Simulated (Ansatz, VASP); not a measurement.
# Cross-check of PtSe2 (1T-PtSe2 monolayer) between VASP and Ansatz, part 2 of 2

Aim: how closely do two programs agree when they are given the same cell, functional and k mesh?

VASP 6.6.1 and Ansatz 0.2.0.

So far: Set-up; VASP: band structure, PBE with D3(BJ), spin-orbit coupling.

## Step 3: Ansatz: band structure, PBE with D3(BJ), spin-orbit coupling

Level of this step: Ansatz beside VASP: Kohn-Sham DFT, plane waves, PBE with D3(BJ), spin-orbit coupling (Ansatz).

Ansatz runs on its fully relativistic PAW (standard-fr) files.

The same cell, functional, mesh and smearing now go to Ansatz, which takes its cutoff from its data sets.

Input file input.yaml:

```yaml
crystal:
  lattice:
    - [3.7028369179, 0.0, 0.0]
    - [-1.851418459, 3.206750837, 0.0]
    - [0.0, 0.0, 22.0]
  atoms:
    - { symbol: Pt, position: [0.0, 0.0, 0.5] }
    - { symbol: Se, position: [0.3333333333, 0.6666666667, 0.439697905] }
    - { symbol: Se, position: [0.6666666667, 0.3333333333, 0.560302095] }
hamiltonian:
  xc: pbe
  pseudopotentials: { kind: paw_fr }
  dispersion: d3bj
magnetization:
  noncollinear: true
  spin_orbit: true
kpoints:
  mp_grid: { grid: [9, 9, 1] }
  band_path:
    path:
      - [0.0, 0.0, 0.0]
      - [0.03846, 0.0, 0.0]
      - [0.07692, 0.0, 0.0]
      - [0.15385, 0.0, 0.0]
      - [0.19231, 0.0, 0.0]
      - [0.23077, 0.0, 0.0]
      - [0.26923, 0.0, 0.0]
      - [0.30769, 0.0, 0.0]
      - [0.34615, 0.0, 0.0]
      - [0.42308, 0.0, 0.0]
      - [0.46154, 0.0, 0.0]
      - [0.5, 0.0, 0.0]
      - [0.48718, 0.02564, 0.0]
      - [0.47436, 0.05128, 0.0]
      - [0.44872, 0.10256, 0.0]
      - [0.4359, 0.12821, 0.0]
      - [0.41026, 0.17949, 0.0]
      - [0.39744, 0.20513, 0.0]
      - [0.37179, 0.25641, 0.0]
      - [0.35897, 0.28205, 0.0]
      - [0.34615, 0.30769, 0.0]
      - [0.33333, 0.33333, 0.0]
      - [0.30769, 0.30769, 0.0]
      - [0.25641, 0.25641, 0.0]
      - [0.23077, 0.23077, 0.0]
      - [0.20513, 0.20513, 0.0]
      - [0.15385, 0.15385, 0.0]
      - [0.12821, 0.12821, 0.0]
      - [0.07692, 0.07692, 0.0]
      - [0.05128, 0.05128, 0.0]
      - [0.0, 0.0, 0.0]
    npoints: 1
scf:
  occupations: { method: gaussian, width: 0.03 }
  n_extra_bands: 14
efield:
  axis: 3
  dipole_correction: true
  ramp_width: 0.04
output:
  forces: true
  eigenvalues: true
```

On the command line:

```console
$ ansatz run input.yaml --threads 4 --pin off --max-ram 9216MiB --backend cpu --events-out ev --progress --plain --runs-dir out
```

Numbers of over 12 decimals in the logs are rounded to 6 here.

What it wrote:

```text
scf.n_extra_bands = 14 over 50 filled bands (N_el = 50.0): the run solves 64 bands
Engine: ansatz 0.2.0, aarch64-unknown-linux-gnu
Pseudopotentials: kind: paw_fr
Pseudopotential: Pt, paw_fr, valence charge 18, recommended cutoff 420 eV (normal), Pt.paw.azcp#standard-fr
Pseudopotential: Se, paw_fr, valence charge 16, recommended cutoff 420 eV (normal), Se.paw.azcp#standard-fr
Functional definition: PBE
  parameter kappa = 0.804
  parameter beta = 0.066725
  exchange = pbe_x(kappa = kappa, mu = beta*pi^2/3)
  correlation = pbe_c(beta = beta)
non-collinear run that drives no moment, with spin-orbit: no starting moment large enough to seed its density (crystal.atoms[].spin), no starting occupations that ask for one, no magnetisation constraint and no magnetic field, so the semilocal B_xc is pinned to zero
Crystal: 3 atoms, lattice volume = 261.230 Å³
Basis set: ecut = 420 eV, 5137 PW (Γ), exchange–correlation on 50×50×300 points (8 copies of the dense FFT grid, shifted against one another)
Bands: 64, of which v1, the nominal top of the filled ones, is band 50 counted from 1 (49 counted from 0)
Symmetry: 6 space group operations + 6 with time reversal
k-points: 12 of 81 (time reversal used)
Projection manifold: j_resolved (fully-relativistic pseudo-atomic orbitals)
Non-local potential: Pt, projectors of the file, l = 0: 3, l = 1: 4, l = 2: 4, l = 3: 2
Non-local potential: Se, projectors of the file, l = 0: 2, l = 1: 4, l = 2: 6, l = 3: 2
PAW form: soft (Blöchl's): semilocal exchange-correlation on the pseudo side does not see the compensation charge
PAW one-centre angular grid: Pt, 590 points (default); XC on 64 Gauss nodes
PAW one-centre angular grid: Se, 590 points (default); XC on 96 Gauss nodes
Initial density: superposition of atomic densities (neutral atoms: chi_scale 0, normalization atom)
Initial wavefunctions: pseudopotential atomic-orbital guess
Functional: x = pbe(κ = 0.804, μ = 0.219515), c = pbe(β = 0.066725)
SCF iter   1: F=—  HF=-23499.011888 eV  |F-HF|=—  |Δ(HF+E_count)|=         —  Δρ=4.08e-2  dr2=4.59e0  dr2_m=0.00e0 (ungated)  ethr=3.10e-3  |M|=0.00e0 ∫|m|=0.00e0 μB  |m|>n=0.0e0 m-floor=0.0e0 τ_xc=0.0e0  β_m=0.30  p=0.000 e·Å  D=2.61e-14 V/Å  ΔV_dip=-0.00 eV  dr2_dipole=1.12e-7  V_vac-E_F(+/−)=4.74/4.74 eV  ⟨swp⟩=12.2  Hψ=4502  notcnv=0  defer=9
efield: sawtooth ramp at fractional position 0.9800 (placed from the atoms, in the widest stretch of the axis that holds none; the zero of the levels goes with the place), width 0.0400; the density the first Hamiltonian is built on has a dipole p = 0.000 e·Å; the dipole correction subtracts the counter field D = 2.61e-14 V/Å, which shifts the + side's vacuum level by -0.00 eV against the − side's; the planar-averaged density in the ramp window peaks in size at 1.2e-5 e/Å³
preconditioner: auto → Resta (q_TF=auto, 2.071 Å⁻¹)  ε∞=2.1  [insulator: Δε(μ)=1.506 eV  Ē_g=10.200 eV  σ=0.030 eV  W_gap=1.00  n_scr=44 (ndim 8)  ℏωp=10.8 eV  f_vac=0.720  D(μ)=0.00/eV (n_scr^D=0)  ε∞_Penn≈2.1  vacuum switching on, ρ_ref=7.5e-3 e/Å³]
spin=Noncollinear: Resta preconditioning applied to the charge; magnetization (m_x, m_y, m_z) channels mix plain (no charge-response kernel on spin).
SCF iter   2: F=—  HF=-23498.239877 eV  |F-HF|=—  |Δ(HF+E_count)|=   7.72e-1  Δρ=1.55e-2  dr2=3.34e-1  dr2_m=0.00e0 (ungated)  ethr=3.10e-3  |M|=0.00e0 ∫|m|=0.00e0 μB  |m|>n=0.0e0 m-floor=0.0e0 τ_xc=0.0e0  β_m=0.30  p=-0.000 e·Å  D=-6.27e-5 V/Å  ΔV_dip=0.00 eV  dr2_dipole=7.40e-8  V_vac-E_F(+/−)=5.33/5.33 eV  ⟨swp⟩=2.9  Hψ=1214  notcnv=0  defer=120
SCF iter   3: F=—  HF=-23498.203619 eV  |F-HF|=—  |Δ(HF+E_count)|=   3.63e-2  Δρ=1.16e-2  dr2=1.34e-1  dr2_m=0.00e0 (ungated)  ethr=6.69e-4  |M|=0.00e0 ∫|m|=0.00e0 μB  |m|>n=0.0e0 m-floor=0.0e0 τ_xc=0.0e0  β_m=0.58  p=-0.000 e·Å  D=-1.58e-5 V/Å  ΔV_dip=0.00 eV  dr2_dipole=3.82e-9  V_vac-E_F(+/−)=5.14/5.14 eV  ⟨swp⟩=2.0  Hψ=840  notcnv=0  defer=120
SCF iter   4: F=—  HF=-23498.186903 eV  |F-HF|=—  |Δ(HF+E_count)|=   1.67e-2  Δρ=2.22e-3  dr2=6.07e-3  dr2_m=0.00e0 (ungated)  ethr=2.69e-4  |M|=0.00e0 ∫|m|=0.00e0 μB  |m|>n=0.0e0 m-floor=0.0e0 τ_xc=0.0e0  β_m=0.60  p=-0.000 e·Å  D=-1.39e-4 V/Å  ΔV_dip=0.00 eV  dr2_dipole=2.51e-6  V_vac-E_F(+/−)=4.92/4.92 eV  ⟨swp⟩=2.1  Hψ=883  notcnv=0  defer=120
SCF iter   5: F=—  HF=-23498.186472 eV  |F-HF|=—  |Δ(HF+E_count)|=   4.30e-4  Δρ=2.94e-4  dr2=2.80e-4  dr2_m=0.00e0 (ungated)  ethr=1.21e-5  |M|=0.00e0 ∫|m|=0.00e0 μB  |m|>n=0.0e0 m-floor=0.0e0 τ_xc=0.0e0  β_m=0.74  p=0.001 e·Å  D=4.59e-4 V/Å  ΔV_dip=-0.01 eV  dr2_dipole=2.88e-5  V_vac-E_F(+/−)=4.86/4.87 eV  ⟨swp⟩=2.0  Hψ=947  notcnv=0  defer=120
SCF iter   6: F=—  HF=-23498.186775 eV  |F-HF|=—  |Δ(HF+E_count)|=   3.03e-4  Δρ=3.26e-4  dr2=2.39e-3  dr2_m=0.00e0 (ungated)  ethr=5.60e-7  |M|=0.00e0 ∫|m|=0.00e0 μB  |m|>n=0.0e0 m-floor=0.0e0 τ_xc=0.0e0  β_m=0.74  p=-0.003 e·Å  D=-1.95e-3 V/Å  ΔV_dip=0.04 eV  dr2_dipole=5.01e-4  V_vac-E_F(+/−)=4.88/4.84 eV  ⟨swp⟩=2.5  Hψ=978  notcnv=0  defer=120
SCF iter   7: F=—  HF=-23498.186565 eV  |F-HF|=—  |Δ(HF+E_count)|=   2.11e-4  Δρ=4.07e-5  dr2=5.30e-6  dr2_m=0.00e0 (ungated)  ethr=5.60e-7  |M|=0.00e0 ∫|m|=0.00e0 μB  |m|>n=0.0e0 m-floor=0.0e0 τ_xc=0.0e0  β_m=0.69  p=0.000 e·Å  D=3.90e-5 V/Å  ΔV_dip=-0.00 eV  dr2_dipole=3.33e-7  V_vac-E_F(+/−)=4.86/4.86 eV  ⟨swp⟩=2.0  Hψ=856  notcnv=0  defer=120
SCF iter   8: F=—  HF=-23498.186604 eV  |F-HF|=—  |Δ(HF+E_count)|=   3.94e-5  Δρ=1.35e-5  dr2=4.61e-7  dr2_m=0.00e0 (ungated)  ethr=1.06e-8  |M|=0.00e0 ∫|m|=0.00e0 μB  |m|>n=0.0e0 m-floor=0.0e0 τ_xc=0.0e0  β_m=0.78  p=-0.000 e·Å  D=-9.98e-6 V/Å  ΔV_dip=0.00 eV  dr2_dipole=1.23e-8  V_vac-E_F(+/−)=4.86/4.86 eV  ⟨swp⟩=2.5  Hψ=1264  notcnv=0  defer=120
SCF iter   9: F=-23498.186605 eV  HF=-23498.186605 eV  |F-HF|=2.04e-8  |Δ(HF+E_count)|=   7.71e-7  Δρ=2.92e-6  dr2=2.87e-8  dr2_m=0.00e0 (ungated)  ethr=2.00e-10  |M|=0.00e0 ∫|m|=0.00e0 μB  |m|>n=0.0e0 m-floor=0.0e0 τ_xc=0.0e0  p=0.000 e·Å  D=2.26e-6 V/Å  ΔV_dip=-0.00 eV  dr2_dipole=5.65e-10  V_vac-E_F(+/−)=4.86/4.86 eV  ⟨swp⟩=16.9  Hψ=4208  notcnv=0
SCF 1 converged in 9 iterations: F = -23498.186605 eV  dr2 = 2.87e-8
  greatest PAW one-centre occupation: 1.000 electrons in one spin orbital (limit 2), on the Pt atom at site 0 (counted from 0), in its partial waves of l = 0
NSCF: frozen V_eff on 31 k-points
efield: sawtooth ramp at fractional position 0.9800 (kept from the solve that this one continues, or follows in the run), width 0.0400; the density the first Hamiltonian is built on has a dipole p = 0.000 e·Å; the dipole correction subtracts the counter field D = 2.26e-6 V/Å, which shifts the + side's vacuum level by -0.00 eV against the − side's; the planar-averaged density in the ramp window peaks in size at 1.2e-5 e/Å³
SCF converged after 9 iterations
Magnetization: |M| = 0.0000 μB,  M = (+0.0000, +0.0000, +0.0000) μB
Absolute magnetization: 0.0000 μB (∫|m|)
  site 0: m = (+0.0000, +0.0000, +0.0000) μB, |m| = 0.0000 μB  (R = 1.04 Å)
  site 1: m = (+0.0000, +0.0000, +0.0000) μB, |m| = 0.0000 μB  (R = 1.04 Å)
  site 2: m = (+0.0000, +0.0000, +0.0000) μB, |m| = 0.0000 μB  (R = 1.04 Å)
Free energy (F): -23498.186605 eV
Harris-Foulkes:  -23498.186605 eV  (|F-HF|=2.04e-8)
Internal energy: -23498.186605 eV  (E = F + TS)
E sigma→0 (E₀):  -23498.186605 eV
Fermi energy:    -0.687509 eV
Dipole field:    D = -0.000026 V/Å  (p = -0.000037 e·Å, saw-weighted, corrected)
Work function:   Φ+ = 4.8563 eV   Φ− = 4.8557 eV
Levels:          The Fermi level and band energies are counted from a zero that moves with the ramp; work functions are not
--- Per-component energies (eV) ---
  E_band       = -1645.335104
  E_kinetic    = 873.244762
  E_local      = -53217.743000  (includes V_loc(G=0)·N_el)
  E_nonlocal   = -1002.346246
  E_hartree    = 26024.344004
  E_xc         = -470.010568
  E_vxc        = -498.973880  (∫ρ·V_xc dr)
  E_paw        = -13304.763434  (= ΣΔE_a)
  E_vpaw       = 151.786657  (= ΣTr[D̂ρ^β])
  E_aug_tail   = -0.001020  (compensation charges beyond the density's cutoff)
  E_efield     = 0.000000  (sawtooth field / dipole correction)
  E_vefield    = 0.000000  (∫n·V_field dr)
  E_ewald      = 17599.987175
  E_disp       = -0.898278  (pairwise vdW)
  E_smearing   = -0.000000  (= −TS)
  E_closure    = 0.000000  (closes the sum)
  Σ components = -23498.186605   (vs F -23498.186605, Δ=0.00e0)
--- Forces (eV/Å), atoms counted from 1 ---
  atom   1  Pt     0.00000000    -0.00000000    -0.00000188
  atom   2  Se    -0.00000000     0.00000000    -0.02070983
  atom   3  Se     0.00000000     0.00000000     0.02071077
  max |Σ_I F_I| component: 9.44e-7 eV/Å
--- Band table (eV; the first three rows and the last of 12) ---
  k-point 0: bands = [... 46 lower, -1.6438, -1.6438, -1.2754, -1.2754, 1.4639, 1.4639, 1.5052, 1.5052, ... 10 higher]
  k-point 1: bands = [... 46 lower, -1.6459, -1.6459, -1.3391, -1.3391, 0.6950, 0.6950, 1.2996, 1.2996, ... 10 higher]
  k-point 2: bands = [... 46 lower, -1.7561, -1.7560, -1.5172, -1.5172, -0.0982, -0.0982, 1.0817, 1.0817, ... 10 higher]
  k-point 11: bands = [... 46 lower, -2.5294, -2.5293, -2.3430, -2.3430, 0.3003, 0.3003, 0.3143, 0.3143, ... 10 higher]
```

Wall time 37 s (4 threads of Arm Neoverse V2, shared host); peak memory 1.5 GiB.

The column dr2 measures how far the density is from self-consistency, as an energy; F and HF (Harris–Foulkes) agree once it is small.

## Step 4: Differences

Known differences besides the PAW data sets themselves: spin-orbit coupling enters by fully relativistic files in Ansatz and inside the spheres in VASP; the data sets hold 50 valence electrons in Ansatz (fully relativistic PAW (standard-fr) files) and 22 in VASP; the cutoff is 420 eV in Ansatz and 350 eV in VASP (PREC = Normal). Total energies have different zeros and are not compared.

Compared:

```tsv
quantity	Ansatz	VASP	difference
gap over the path points (eV)	1.174	1.155	+0.019
```

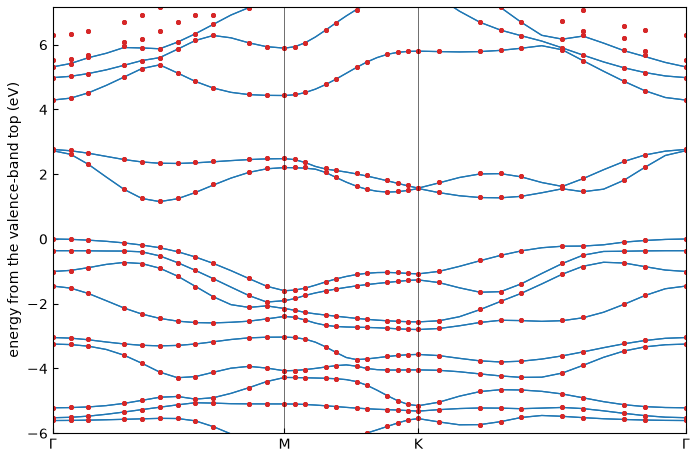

Bands from VASP (lines) and levels from Ansatz (dots). Dots without a line are higher empty bands that the VASP plot leaves out.

Levels at points of the path, from each program's valence-band top (eV; 8 filled, then empty):

```tsv
k (reciprocal lattice)	Ansatz	VASP
0.000 0.000 0.000	-1.44 -1.44 -1.01 -1.01 -0.37 -0.37 0.00 0.00 2.74 2.74 2.78 2.78 4.29 4.29	-1.45 -1.45 -1.00 -1.00 -0.36 -0.36 0.00 0.00 2.73 2.73 2.77 2.77 4.29 4.29
0.038 0.000 0.000	-1.51 -1.51 -0.97 -0.97 -0.37 -0.37 -0.01 -0.01 2.63 2.63 2.74 2.74 4.35 4.35	-1.52 -1.52 -0.97 -0.97 -0.36 -0.36 -0.01 -0.01 2.62 2.62 2.73 2.73 4.35 4.35
0.077 0.000 0.000	-1.67 -1.67 -0.89 -0.89 -0.37 -0.37 -0.03 -0.03 2.32 2.32 2.66 2.66 4.51 4.51	-1.68 -1.68 -0.89 -0.89 -0.36 -0.36 -0.04 -0.04 2.31 2.31 2.65 2.65 4.51 4.51
0.154 0.000 0.000	-2.12 -2.12 -0.73 -0.73 -0.37 -0.37 -0.12 -0.12 1.55 1.55 2.47 2.47 5.00 5.00	-2.13 -2.13 -0.72 -0.72 -0.37 -0.37 -0.12 -0.12 1.53 1.53 2.45 2.45 5.00 5.00
0.192 0.000 0.000	-2.31 -2.31 -0.77 -0.77 -0.39 -0.39 -0.18 -0.18 1.27 1.27 2.39 2.39 5.26 5.26	-2.32 -2.32 -0.76 -0.76 -0.40 -0.40 -0.19 -0.19 1.25 1.25 2.38 2.38 5.26 5.26
0.231 0.000 0.000	-2.44 -2.44 -0.91 -0.91 -0.52 -0.52 -0.26 -0.26 1.17 1.17 2.35 2.35 5.37 5.37	-2.45 -2.45 -0.90 -0.90 -0.52 -0.52 -0.27 -0.27 1.16 1.16 2.34 2.34 5.38 5.38
0.269 0.000 0.000	-2.53 -2.53 -1.15 -1.15 -0.73 -0.73 -0.38 -0.38 1.26 1.26 2.35 2.35 5.13 5.13	-2.54 -2.54 -1.15 -1.15 -0.73 -0.73 -0.39 -0.39 1.24 1.24 2.33 2.33 5.13 5.13
0.308 0.000 0.000	-2.57 -2.57 -1.47 -1.47 -0.97 -0.97 -0.55 -0.55 1.46 1.46 2.36 2.36 4.87 4.87	-2.58 -2.58 -1.46 -1.46 -0.97 -0.97 -0.56 -0.56 1.44 1.44 2.35 2.35 4.87 4.87
0.346 0.000 0.000	-2.58 -2.58 -1.78 -1.78 -1.22 -1.22 -0.74 -0.74 1.69 1.69 2.40 2.40 4.67 4.67	-2.59 -2.59 -1.78 -1.78 -1.22 -1.22 -0.75 -0.75 1.66 1.66 2.38 2.38 4.66 4.66
0.423 0.000 0.000	-2.53 -2.53 -2.11 -2.11 -1.75 -1.75 -1.21 -1.21 2.08 2.08 2.47 2.47 4.47 4.47	-2.54 -2.54 -2.11 -2.11 -1.75 -1.75 -1.22 -1.22 2.06 2.06 2.45 2.45 4.46 4.46
```

At this near-relaxed geometry the largest component of a force difference is 13 meV/Å. Among the levels compared (up to four filled and three empty ones at each point), filled levels agree within 18 meV and empty ones within 21 meV.

## Step 5: What came out

```
difference in gap over the path points (band structure, PBE with D3(BJ), spin-orbit coupling) : 0.019 eV
r.m.s. force difference (band structure, PBE with D3(BJ), spin-orbit coupling)                : 6.3 meV/Å
```

**Reading.** The r.m.s. force difference is 6.3 meV/Å (band structure, PBE with D3(BJ), spin-orbit coupling), within the 12 meV/Å picked in this series as the mark of a large difference. 2 further runs on this material are not shown. How closely two codes agree says nothing of how well the functional describes the real material.

[Lines on the potential files, build, host, timing and source positions are cut from VASP's logs without a mark.]

[Logs are printed without paths, hosts, clocks, repeated set-up lines and the standing remarks that a program may print on its own settings, such as how far it seeks lower states.]

[Hosts, paths, dates, database ids (printed as entryN), source tags and the programs' standing remarks are cut or masked in the printed files.]
